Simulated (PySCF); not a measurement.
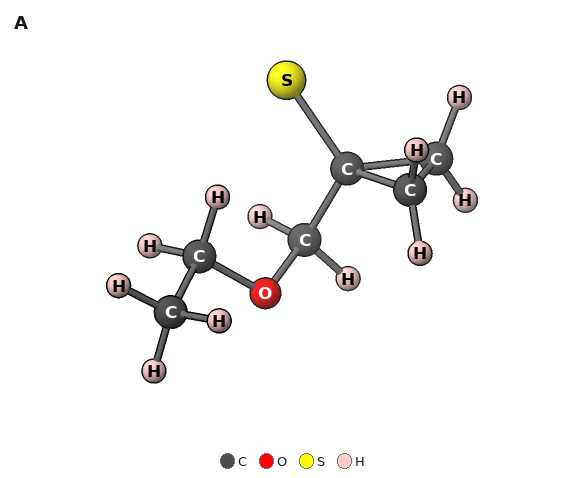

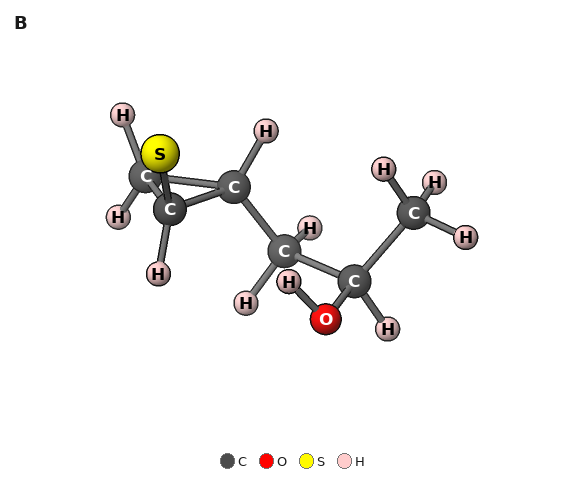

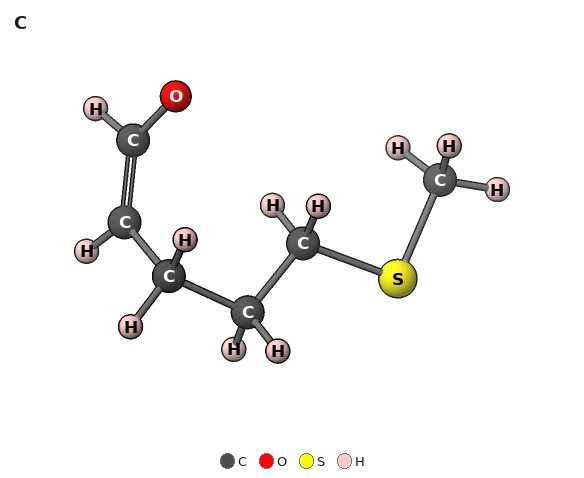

3 stationary structures of one formula. Charge −1, singlet. Geometries: GFN2-xTB. Electronic energies: PBE0/pcSseg-1 (PySCF 2.14.0), without zero-point energy. No frequency run is at hand to confirm each as a minimum. Each is one conformer, not always the lowest.

Which structure is the most stable?

Answer. B is lowest; C lies 0.140 eV above it, A lies 0.522 eV above it. A is `CCOCC1([S-])CC1`, B is `C[C@@H](O)C[C@H]1C[C@@H]1[S-]`, C is `CSCCC/C=C\[O-]`.
